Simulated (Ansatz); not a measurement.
**F₃H₅NSi₂ (charge +1): density, localisation and related maps**

The calculation's input:

```
basis:
  gaussian: {orbitals: def2-SVPD}
crystal:
  periodic: [false, false, false]
  atoms:
    - {symbol: F, position_ang: [-2.332648, -0.639554, -0.337829]}
    - {symbol: F, position_ang: [-1.848473, 1.808023, 0.552796]}
    - {symbol: F, position_ang: [-1.458630, -0.273895, 2.120434]}
    - {symbol: "N", position_ang: [0.242525, 0.143502, 0.051866]}
    - {symbol: Si, position_ang: [-1.489716, 0.273205, 0.635622]}
    - {symbol: Si, position_ang: [1.548831, -0.561042, 1.292904]}
    - {symbol: H, position_ang: [0.554049, 1.078437, -0.256397]}
    - {symbol: H, position_ang: [0.256707, -0.435495, -0.802965]}
    - {symbol: H, position_ang: [1.477986, 0.402095, 2.407375]}
    - {symbol: H, position_ang: [2.787542, -0.513215, 0.491285]}
    - {symbol: H, position_ang: [1.025640, -1.911574, 1.570402]}
total_charge: 1
hamiltonian: {xc: pbe0}
output: {forces: true, orbitals: {seedname: orbitals}}
```

Run with:

```sh
ansatz run input.yaml --threads 2 --pin off --max-ram 4350MiB --events-out events.jsonl --progress --plain --runs-dir runs
```

Geometry: B3LYP-D3(BJ)/def2-SVP.

Computed with isolated molecule in a Gaussian basis; Kohn-Sham density functional theory, functional PBE0 in Ansatz 0.2.0.

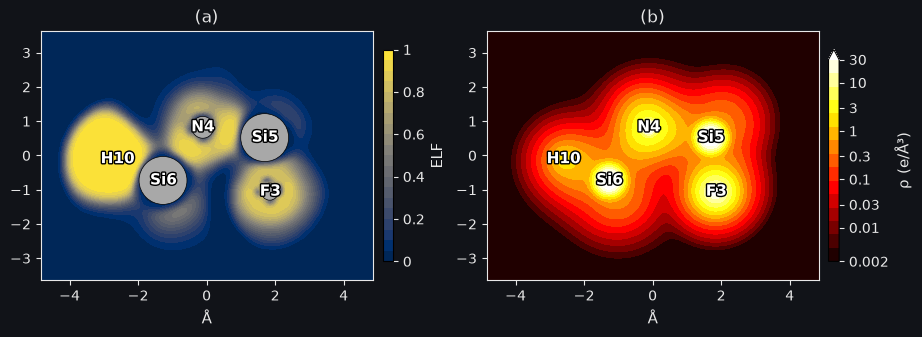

Figure 1. (a) electron localisation function; (b) total electron density on the plane of atoms N4, Si6 and H10. Grey discs cover the atomic cores in the ELF map.

> Interpret the plot.

- The plane passes through F, N, Si and H nuclei.
- Si–F (1.58 Å): ρ at the midpoint is about 1.1 e/Å³; the ELF peaks at about 0.85 in the valence shell of F, 0.6 Å from its nucleus, and is about 0.45 at the midpoint.
- Si–N (1.83 Å): the density is about 0.94 e/Å³ at the midpoint; the ELF peaks at about 0.95 between the atoms: a polar covalent bond.
- Si–N (1.93 Å): ρ at the midpoint is about 0.72 e/Å³; the ELF peaks at about 0.95 between the atoms; a shared but strongly polarised pair.
- Si–H (1.48 Å): the density is about 0.81 e/Å³ at the midpoint; the ELF climbs to about 1 towards the hydrogen, as it does in any bond to H.
- The ELF also peaks beside F3, away from the bonds: lone-pair regions.

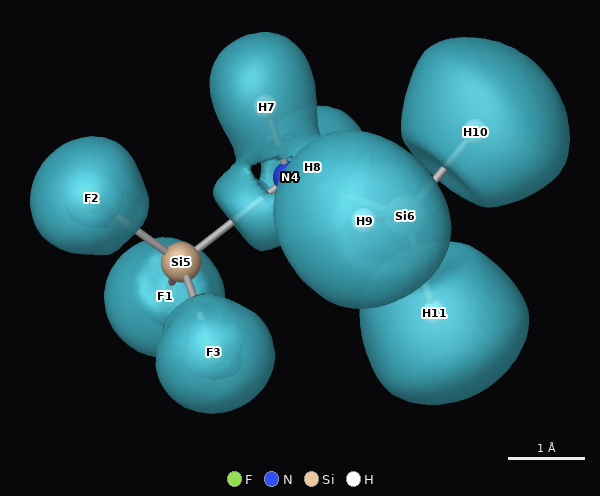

Figure 2. Isosurface of the ELF at 0.75 (cyan), seen at a tilt. Only the valence region is drawn (cores and ρ < 0.01 e/Å³ removed).

> Where are the electrons localised?

The ELF exceeds this value in three regions around hydrogen nuclei, three regions wrapped around F (its lone pairs, merged into a ring or cap) and one joined region spread over several atoms (H, N), in which their bonds and any lone pairs are merged.

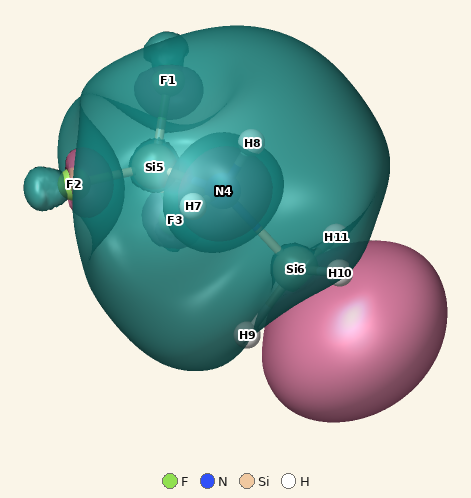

Figure 3. One frontier orbital at ±0.04 Å⁻³ᐟ² (teal and pink are the two phases), seen at an oblique angle.

> Which orbital is it: HOMO or LUMO?

The LUMO, at −5.88 eV. It lies mainly on Si6 (about 40 %), Si5 (about 15 %), N4 (about 10 %), H7 (about 10 %) and H8 (about 10 %).

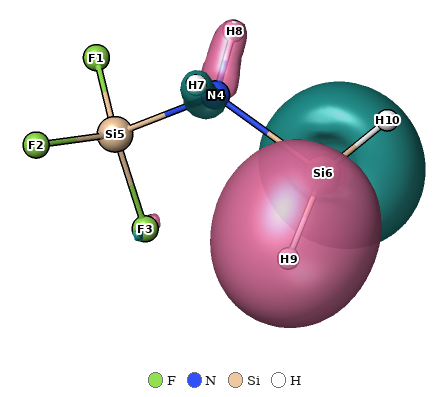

Figure 4. The HOMO−1 at ±0.1 Å⁻³ᐟ² (teal and pink are the two phases), seen at a tilt.

> Describe this orbital and give its energy.

Its weight (Hirshfeld) is mainly on Si6 (about 45 %), H9 (about 25 %) and H11 (about 25 %). Its energy is −15.49 eV.
